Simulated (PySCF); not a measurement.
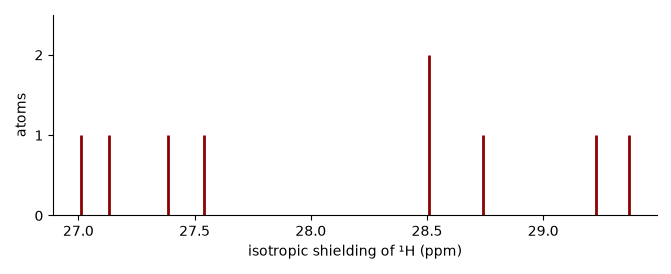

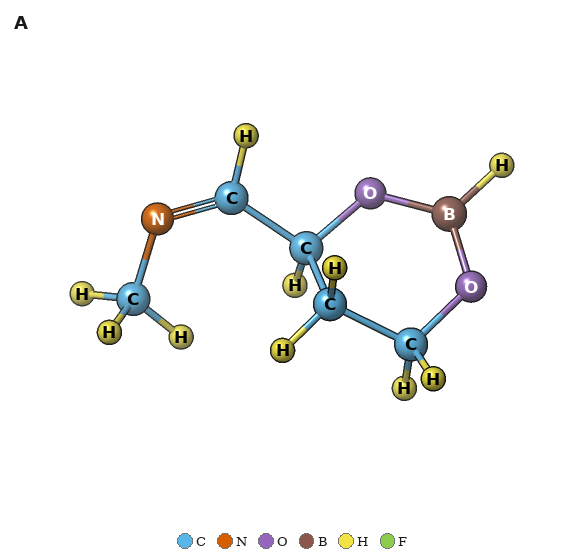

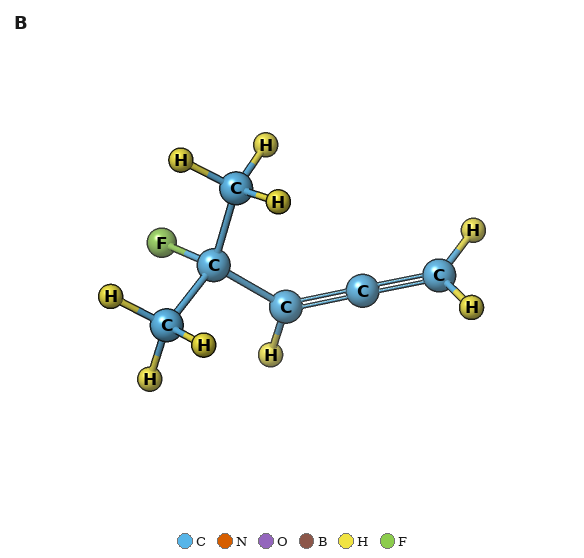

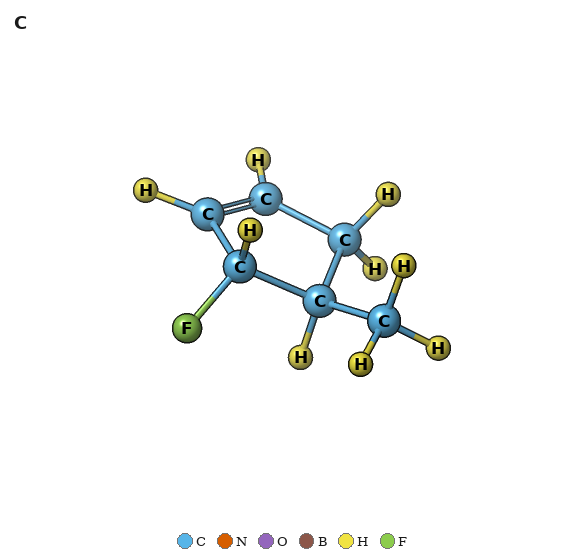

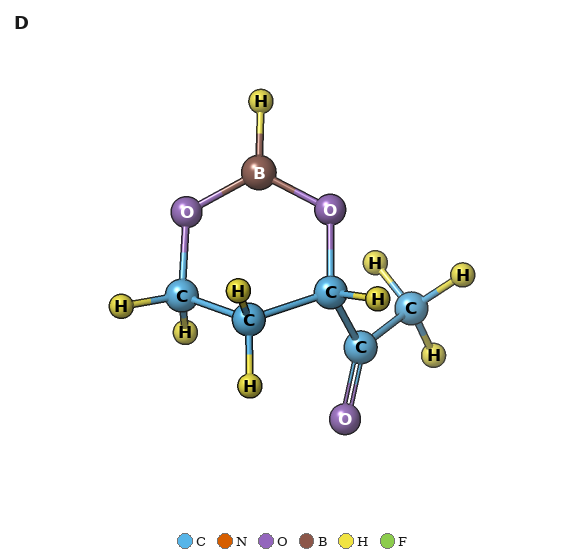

The sticks are computed shieldings of one of the molecules, for one fixed geometry (PBE0-D3(BJ)/def2-SVP) without averaging over rotations. Low shielding means a high chemical shift. Method: GIAO PBE0/pcSseg-1 NMR shielding, non-relativistic, IEF-PCM chloroform (PySCF 2.14.0).

### Which molecule gives this pattern?

D, `CC(=O)[C@@H]1CCOBO1`. Its 9 H atoms give lines at 27.01, 27.13, 27.38, 27.54, 28.51 (2 atoms), 28.74, 29.23, 29.37 ppm.
